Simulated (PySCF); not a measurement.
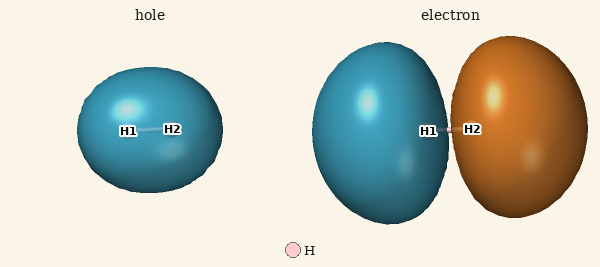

Figure. H$_{2}$, SMILES `[H][H]`. Leading natural transition orbital pair of T₁ (full linear response triplet states); the surfaces enclose about 85 % of each orbital's density.

Method: PBE0/6-311+G**; geometry: GFN2-xTB; program: PySCF. No frequency check shows the geometry to be a minimum.

> Where does the state lie, and where do hole and electron sit?

9.61 eV (129 nm), spin-forbidden from the singlet ground state, partly diffuse acceptor orbital; the leading pair carries 100 %; hole on H1 and H2 (50 % each), electron on H1 and H2 (50 % each) (atom shares of so diffuse an orbital are rough); their centroids lie 0.0 Å apart. In canonical orbitals it is mainly HOMO → LUMO (97 %). The HOMO–LUMO gap is 13.60 eV.
